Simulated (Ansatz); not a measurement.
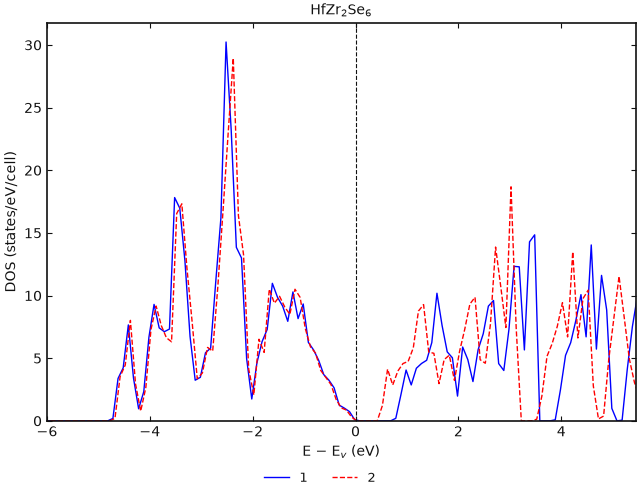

Total densities of states of HfZr₂Se₆, space group R-3 (No. 148), 9 atoms in the cell, by two methods on the same cell. Each is counted from its own valence-band top.

Q: Which curve is which? The methods: PBE, r2SCAN.

A: 1 is r2SCAN; 2 is PBE. r2SCAN gives a gap of 0.77 eV and PBE gives a gap of 0.45 eV.

Settings. r2SCAN: DFT r2SCAN, scalar-relativistic, plane waves, PAW, no spin polarisation, 6×6×6 k mesh, 500 eV cutoff (Ansatz 0.2.0). PBE: DFT PBE, scalar-relativistic, plane waves, PAW, no spin polarisation, 6×6×6 k mesh, 420 eV cutoff, Gaussian smearing of 0.02 eV (Ansatz 0.2.0).

The structure is an invented one, so it need not be a known or stable phase. Spin-orbit coupling is left out, which matters for Hf.
